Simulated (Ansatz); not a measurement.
# GaClF (SMILES [F][Ga][Cl]) at U-r2SCAN/cc-pVTZ

Aim: the vertical doublet–quartet gap of GaClF at U-r2SCAN/cc-pVTZ, from 2 runs. 

The results are computed with Ansatz 0.2.0.

27 further runs of the same task are left out: 27 set aside as unsound or not needed.

### 1 The structure to begin with

GaClF has 3 atoms, charge 0, and is taken as a doublet. SMILES: `[F][Ga][Cl]`. Geometry: relaxed at PBE0-D4/def2-TZVP.

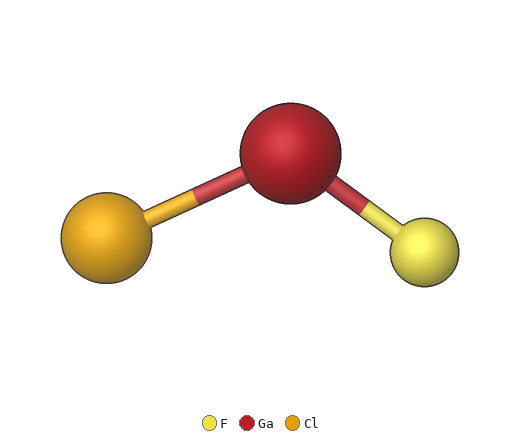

Viewed from a chosen angle; fluorine yellow, gallium red, chlorine amber.

### 2 A single-point energy at U-r2SCAN/cc-pVTZ

in.yaml

```yaml
crystal:
  periodic: [false, false, false]
  atoms:
    - {symbol: F, position_ang: [-1.421100, 0.295900, -0.754800]}
    - {symbol: Ga, position_ang: [0.066400, 0.649600, 0.112200]}
    - {symbol: Cl, position_ang: [1.343900, -1.010300, 0.629300]}
basis:
  gaussian: {orbitals: cc-pVTZ}
magnetization: {spin_polarized: true, initial_magnetization: 1}
hamiltonian: {xc: r2scan}
accuracy: high
output: {orbitals: {seedname: orbitals}}
```

Started as:

```
$ ansatz run in.yaml --threads 1 --pin off --max-ram 3480MiB --events-out events.jsonl --progress --plain --runs-dir runs
```

The program printed:

```text
Warning: RAYON_NUM_THREADS=1 ignored (pool sized by the plan → 1); use --threads N
Functional definition: r2SCAN
  name "r2SCAN"
  parameter k0 = 0.174
  parameter k1 = 0.065
  parameter a1 = 4.9479
  exchange = r2scan_x(k0 = k0, k1 = k1, a1 = a1)
  correlation = r2scan_c
1591 factors; integrals over basis functions are off by at most 4.3e-9 eV
mean field evaluation 1: about -67616.2763 eV, gradient 3.3e1 eV
mean field evaluation 2: about -67571.2319 eV, gradient 1.2e2 eV
mean field evaluation 4: about -67619.4155 eV, gradient 8.3e0 eV
mean field evaluation 8: about -67619.7063 eV, gradient 1.4e-1 eV
mean field evaluation 16: about -67619.7064 eV, gradient 8.9e-5 eV
mean field -67619.70636914 eV, -2484.9783747828 hartree, gradient 3.3e-8 eV, S^2 0.753773; 0 other end points of the search recorded, 0 dependent functions left out
reference -67619.70637358 eV, -2484.9783749458 hartree; 29, 28 occupied and 78, 79 virtual orbitals, 1591 factors
Total energy: -67619.70637358 eV, -2484.9783749458 hartree
```

Wall time 26 s (1 thread of Arm Neoverse V2, shared host); peak memory 0.37 GiB.

### 3 The quartet

input.yaml

```yaml
basis:
  gaussian: {orbitals: cc-pVTZ}
crystal:
  periodic: [false, false, false]
  atoms:
    - symbol: F
      position_ang: [-1.421100, 0.295900, -0.754800]
    - symbol: Ga
      position_ang: [0.066400, 0.649600, 0.112200]
    - symbol: Cl
      position_ang: [1.343900, -1.010300, 0.629300]
magnetization: {spin_polarized: true, initial_magnetization: 3}
hamiltonian: {xc: {name: r2SCAN}}
accuracy: high
output: {orbitals: {seedname: orbitals}}
```

Started as:

```
$ ansatz run input.yaml --threads 1 --pin off --max-ram 3480MiB --events-out events.jsonl --progress --plain --runs-dir runs
```

The program printed (excerpt; [...] marks lines left out):

```text
Warning: RAYON_NUM_THREADS=1 ignored (pool sized by the plan → 1); use --threads N
[... 2 set-up lines as earlier in the session ...]
[...]
1591 factors; integrals over basis functions are off by at most 4.3e-9 eV
[...]
mean field -67613.59138138 eV, -2484.7536531273 hartree, gradient 9.3e-9 eV, S^2 3.756928; 12 other end points of the search recorded, 0 dependent functions left out
reference -67613.59138626 eV, -2484.7536533066 hartree; 30, 27 occupied and 77, 80 virtual orbitals, 1591 factors
Total energy: -67613.59138626 eV, -2484.7536533066 hartree
```

It took 3.5 min on 1 thread of Arm Neoverse V2, shared host; peak memory 0.43 GiB.

### 4 What came out

At U-r2SCAN/cc-pVTZ:

```
                                        quantity           value
                           doublet: total energy  -2484.97837 Eh
     doublet: HOMO energy (highest over α and β)        -6.63 eV
      doublet: LUMO energy (lowest over α and β)        -4.70 eV
                                   doublet: ⟨S²⟩           0.754
                           quartet: total energy  -2484.75365 Eh
     quartet: HOMO energy (highest over α and β)        -3.06 eV
                                   quartet: ⟨S²⟩           3.757
vertical energy of the quartet above the doublet        6.115 eV
```

**Reading.** At this shape the quartet lies 6.11 eV (590 kJ/mol) above the doublet.
